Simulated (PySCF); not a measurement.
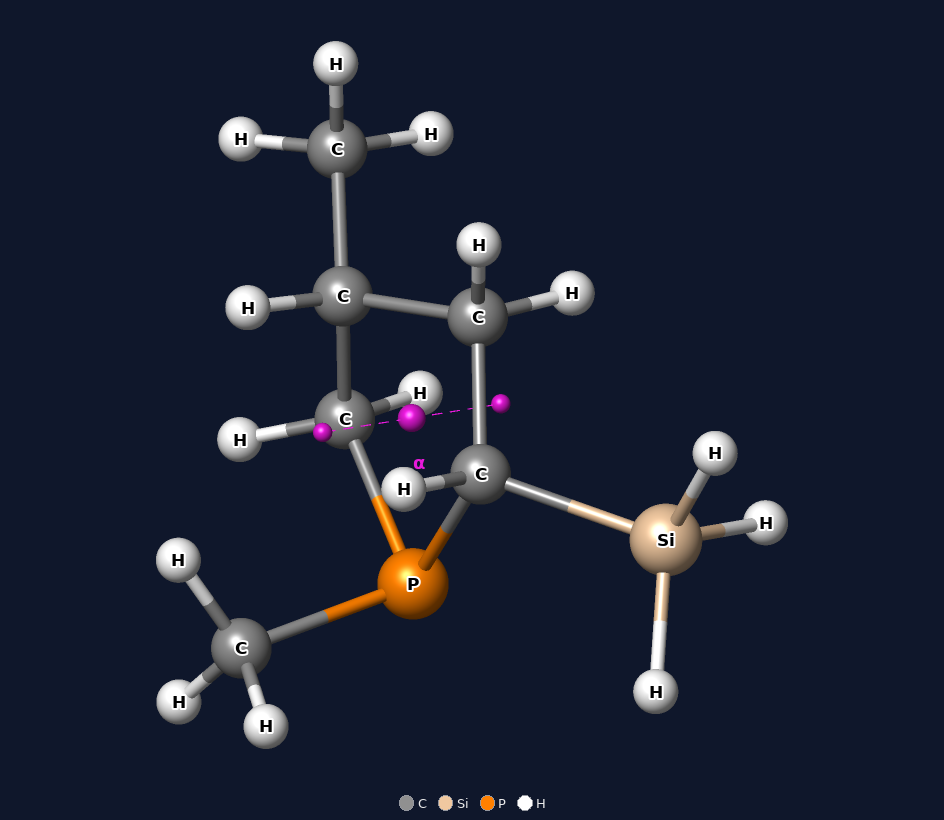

The small points mark where nucleus-independent chemical shifts (NICS) were computed: at the centre of each lettered ring and 1 Å above and below it. Computed geometry: GFN2-xTB optimisation. No frequency run is at hand to confirm it as a minimum. Properties computed with GIAO PBE0/pcSseg-1 NMR shielding, non-relativistic, gas phase (PySCF 2.14.0).

Give NICS(0), NICS(1) and the out-of-plane component NICS(1)zz for each ring (means of the two sides).

```csv
ring,members,NICS(0),NICS(1),NICS(1)zz
α,C4P,−5.5,−4.1,−2.6
```

Values in ppm.

**What do the values say about the ring currents?**

Ring α: weak, as in a non-aromatic ring. NICS is one index among several.

The geometry is semi-empirical. Around P, Si such bond lengths and angles can be off by a tenth of an ångström or more and by several degrees, and values that hang on the shape move with them.
